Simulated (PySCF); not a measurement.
C4H11FOSi: NMR shielding calculation

C4H11FOSi, computed with GIAO PBE0/pcSseg-1 NMR shielding, non-relativistic, gas phase (PySCF 2.14.0).

The geometry comes from this level: GFN2-xTB, NEB image 4 of 0 to 8. It belongs to a series of runs on one base structure; here: NEB image 4 of 0 to 8. Figures and captions count atoms from 1; the log counts them from 0 in places.

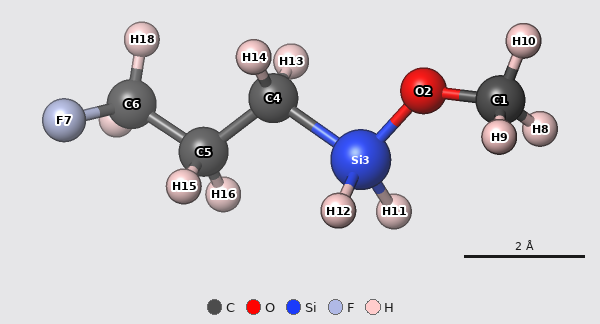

*The structure (ball-and-stick view, seen at a tilt; atoms are numbered from 1 in the order of the input).*

The input:
```
{"job": {"kind": "nmr", "xc": "PBE0", "basis": "pcSseg-1", "pop": false}, "charge": 0, "multiplicity": 1}
C      3.549800    -0.383300    -0.273500
O      2.227300     0.042200    -0.392500
Si     0.871700    -0.776700    -0.052600
C     -0.471900     0.470500    -0.519900
C     -1.858400    -0.067000    -0.192400
C     -2.974700     0.914500    -0.561300
F     -3.737100     1.228200     0.541500
H      3.747200    -1.220100    -0.948600
H      3.769400    -0.702300     0.748300
H      4.196300     0.454900    -0.537400
H      0.762400    -2.013400    -0.839200
H      0.817900    -1.138900     1.369700
H     -0.421500     0.716300    -1.582100
H     -0.308700     1.403000     0.021600
H     -1.926100    -0.264300     0.878600
H     -2.018500    -1.015100    -0.707300
H     -3.666600     0.496300    -1.298900
H     -2.567200     1.861600    -0.930400
```

The first line tells a small driver script what to run in PySCF; the rest is the geometry in Å.

Machine: 1 CPU thread, shared host.

Run as:
```bash
OMP_NUM_THREADS=1 python <driver script> task.json out
```

The program's output:
```
coarse grid: 14960 points
cycle   1  E = -622.9077044398  dE =  6.192e-01  |g| = 7.958e-01  |ddm| = 3.547e+00
cycle   2  E = -622.7670480721  dE =  1.407e-01  |g| = 1.197e+00  |ddm| = 1.642e+00
cycle   3  E = -623.0203360265  dE = -2.533e-01  |g| = 1.050e-01  |ddm| = 1.135e+00
cycle   4  E = -623.0220640039  dE = -1.728e-03  |g| = 4.897e-02  |ddm| = 1.100e-01
cycle   5  E = -623.0225298294  dE = -4.658e-04  |g| = 7.193e-03  |ddm| = 3.826e-02
cycle   6  E = -623.0225372529  dE = -7.423e-06  |g| = 3.101e-03  |ddm| = 5.994e-03
final grid: 138664 points
cycle   7  E = -623.0808683573  dE = -3.811e-05  |g| = 1.019e-02  |ddm| = 2.443e-02
cycle   8  E = -623.0808493843  dE =  1.897e-05  |g| = 1.455e-02  |ddm| = 1.574e-02
cycle   9  E = -623.0808875624  dE = -3.818e-05  |g| = 1.217e-03  |ddm| = 1.007e-02
cycle  10  E = -623.0808878710  dE = -3.085e-07  |g| = 2.055e-04  |ddm| = 1.226e-03
cycle  11  E = -623.0808878801  dE = -9.077e-09  |g| = 5.947e-05  |ddm| = 2.207e-04
cycle  12  E = -623.0808878808  dE = -7.235e-10  |g| = 1.801e-05  |ddm| = 6.081e-05
```

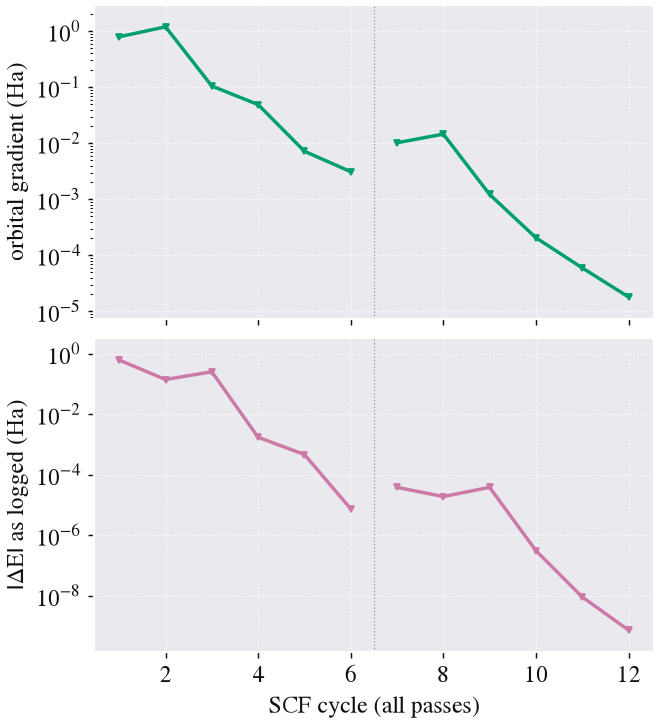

*Convergence of the self-consistent field: orbital gradient and size of the energy change against the SCF cycle. The dotted line marks the change from a coarse to the final integration grid.*

The first 6 cycles use a coarse grid, the final grid takes over at cycle 7, and the field converges after 12 cycles in all.

```
converged SCF energy = -623.0808878808

GIAO shielding tensors (ppm)
atom      isotropic    diamagn.    paramagn.     s11        s22        s33       span
  0 C      132.527     239.453    -106.926    105.456    106.727    185.398     79.942
  1 O      338.736     401.315     -62.579    296.716    359.352    360.139     63.422
  2 Si     364.424     882.270    -517.846    315.615    338.689    438.968    123.353
  3 C      169.550     255.432     -85.882    146.019    172.964    189.667     43.648
  4 C      161.295     249.508     -88.213    138.801    165.612    179.474     40.673
  5 C       95.555     240.970    -145.415     57.986     82.814    145.863     87.877
  6 F      402.636     468.312     -65.676    345.212    381.095    481.602    136.390
  7 H       27.985      26.921       1.064     23.827     25.650     34.477     10.650
  8 H       28.021      27.406       0.615     23.951     25.685     34.427     10.476
  9 H       27.689      26.861       0.828     23.261     25.479     34.327     11.066
 10 H       26.912      31.361      -4.449     23.664     25.962     31.108      7.444
 11 H       26.864      31.614      -4.750     23.619     26.020     30.954      7.335
 12 H       30.871      33.818      -2.947     26.350     30.489     35.775      9.425
 13 H       30.545      34.435      -3.889     26.073     30.342     35.221      9.148
 14 H       30.188      31.893      -1.704     25.487     30.273     34.804      9.317
 15 H       30.042      31.843      -1.801     24.864     30.405     34.856      9.992
 16 H       26.624      27.047      -0.422     22.380     27.747     29.746      7.365
 17 H       27.333      28.309      -0.977     22.828     28.792     30.378      7.551
```

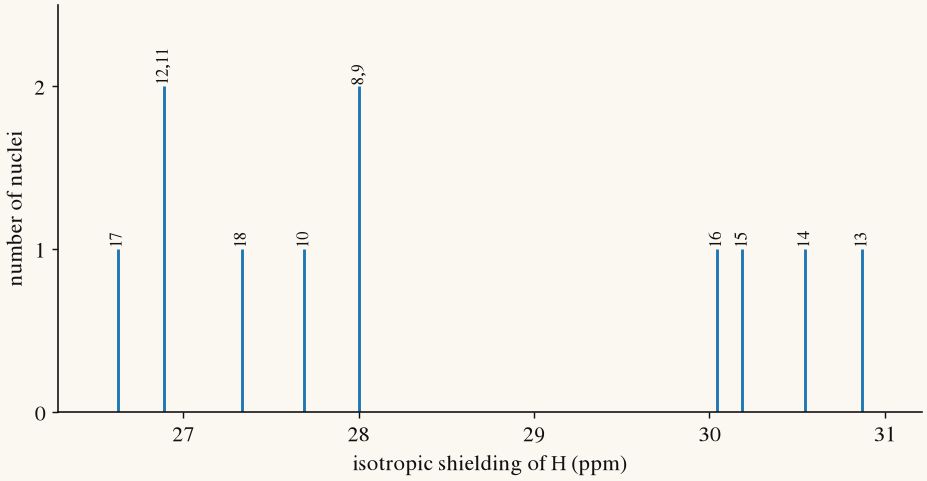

*Isotropic shieldings of the hydrogen nuclei in this fixed geometry, labelled by atom number; shielding grows to the right, so chemical shift grows to the left.*

The least shielded is H17 (26.6 ppm), the most shielded H13 (30.9 ppm).

Summary:

```json
{"quantity": "outcome", "value": "converged"}
{"quantity": "total energy", "value": "−623.080888 hartree"}
{"quantity": "HOMO", "value": "−8.10 eV"}
{"quantity": "LUMO", "value": "0.66 eV"}
{"quantity": "dipole moment", "value": "2.38 D"}
{"quantity": "isotropic shielding, C", "value": "95.6 to 169.6 ppm"}
{"quantity": "isotropic shielding, O", "value": "338.7 ppm"}
{"quantity": "isotropic shielding, Si", "value": "364.4 ppm"}
{"quantity": "isotropic shielding, F", "value": "402.6 ppm"}
{"quantity": "isotropic shielding, H", "value": "26.6 to 30.9 ppm"}
{"quantity": "wall time", "value": "2.1 min (CPU time 62 s; the host was busy)"}
{"quantity": "peak memory", "value": "0.81 GiB"}
```
